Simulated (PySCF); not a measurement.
C₅H₁₄BN (SMILES [NH3+][BH2-]C1CCCC1)

The calculation's input:

```
{"job": {"kind": "uv", "xc": "PBE0", "basis": "def2-SVPD", "nstates": 6, "ntriplets": 2}, "charge": 0, "multiplicity": 1}
N      2.739647     0.090631    -0.213374
B      1.532043    -0.890467     0.349319
C      0.177147    -0.333042    -0.359784
C     -0.233407     1.094229     0.025579
C     -1.710564     1.216098    -0.378612
C     -2.248597    -0.225447    -0.434645
C     -1.084339    -1.113606     0.016625
H      2.489486     1.044050     0.023885
H      2.793407    -0.011391    -1.220586
H      3.622906    -0.161572     0.214370
H      1.825500    -1.991689     0.002580
H      1.537660    -0.752026     1.532595
H      0.263475    -0.366427    -1.455505
H     -0.135363     1.214418     1.106213
H      0.372312     1.865032    -0.459381
H     -1.797743     1.693070    -1.356685
H     -2.267305     1.826872     0.333088
H     -3.126533    -0.356507     0.198541
H     -2.537539    -0.478806    -1.456113
H     -1.108464    -1.246144     1.099075
H     -1.112649    -2.100335    -0.443277
```

Command:

```sh
OMP_NUM_THREADS=1 python probes_run.py task.json out
```

Geometry: GFN2-xTB.

Theory: PBE0/def2-SVPD, SCF density, gas phase (PySCF 2.14.0).

Question: What can the converged electron density and electron localisation function tell about the bonding?

Answer: C–C (1.54 Å): ρ is about 1.6 e/Å³ halfway; the ELF peaks at about 0.95 between the atoms: a shared electron pair.

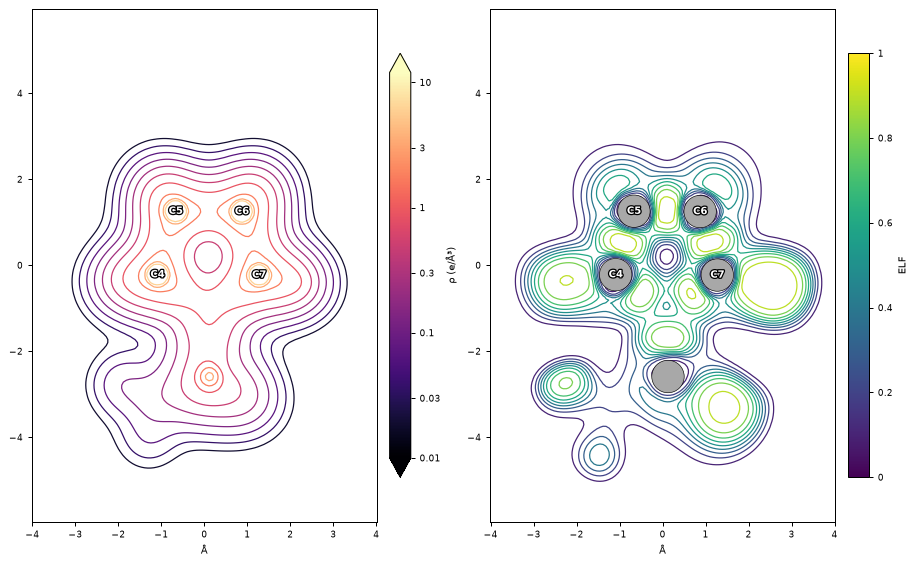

Computed electron density and electron localisation function on the plane of atoms C4, C5 and C6, in this order. Grey discs cover the atomic cores in the ELF map. 
